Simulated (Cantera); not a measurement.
Feed: 1 mol SiH₂Cl₂, 23 mol NH₃, at 3.68 Torr.

Equilibrium computed with Cantera from the NASA thermochemical tables; the gas is ideal and each condensed phase is pure. Candidate condensed phases: NH₄Cl, Si, Si₃N₄; 28 gas species. The tables' values for SiCl, SiCl₃ are old estimates; treat these amounts as uncertain. Gases not in the tables: Si₂H₆ and higher silanes. The numbers say what is thermodynamically allowed, not how fast it happens.

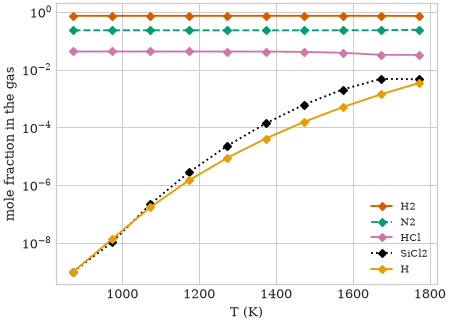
Figure. Equilibrium gas composition (values under 1e-9 drawn at 1e-9)

From 873 K to 1673 K the condensed part is Si₃N₄(s). At 1773 K the condensed part is Si(l). The main Si-bearing gas is SiCl₄ at 873 K and SiCl₂ at 1773 K.
